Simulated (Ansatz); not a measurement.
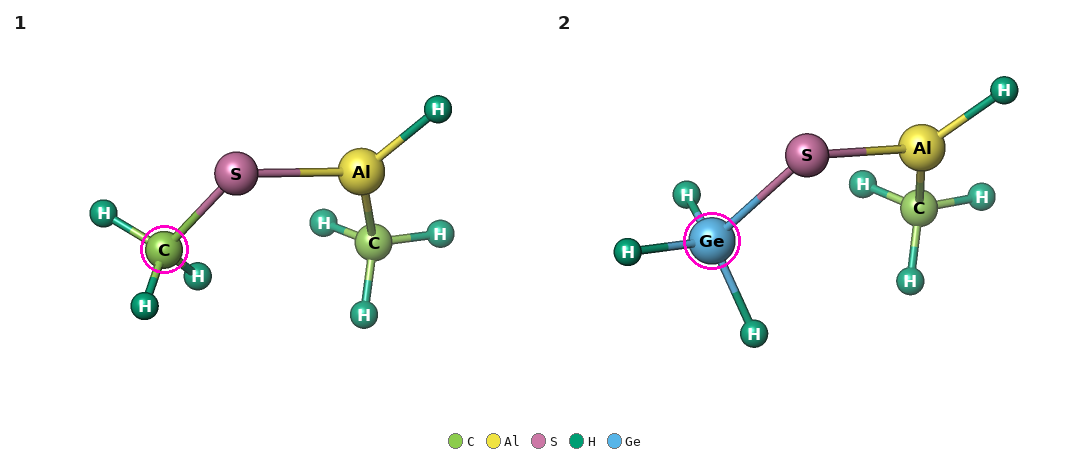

2 molecules with one skeleton, seen from the same side and at one scale; the atom that differs is circled. Each species is neutral and a spin singlet. Computed geometries: PBE0-D4/def2-TZVP optimisations, one conformation each. Properties computed with Ansatz 0.2.0.

One atom differs, called X below: C in panel 1, Ge in panel 2. Their formulas are C2H7AlS (`[CH3][AlH][S]C`), CH7AlGeS (`[CH3][AlH][S][GeH3]`).

**In which is the HOMO energy (Kohn–Sham orbital) higher (r2SCAN-D4/def2-TZVPP)?**

In panel 1 (X = C).

**In which is the HOMO–LUMO gap larger (r2SCAN-D4/def2-TZVPP)?**

In panel 2 (X = Ge).

Give the values. With PBE0-D4/def2-TZVP: mean length of X–H (Å), length of X–S (Å), mean angle S–X–H (°). With r2SCAN-D4/def2-TZVPP: dipole moment (D), HOMO energy (Kohn–Sham orbital) (eV), HOMO–LUMO gap (eV).

| quantity | 1 (C) | 2 (Ge) | 2 − 1 |
| --- | --- | --- | --- |
| mean length of X–H (Å) | 1.089 | 1.536 | +0.447 |
| length of X–S (Å) | 1.821 | 2.224 | +0.403 |
| mean angle S–X–H (°) | 109.9 | 109.1 | −0.8 |
| dipole moment (D) | 2.22 | 1.83 | −0.39 |
| HOMO energy (Kohn–Sham orbital) (eV) | −6.13 | −6.62 | −0.49 |
| HOMO–LUMO gap (eV) | 4.87 | 5.14 | +0.27 |
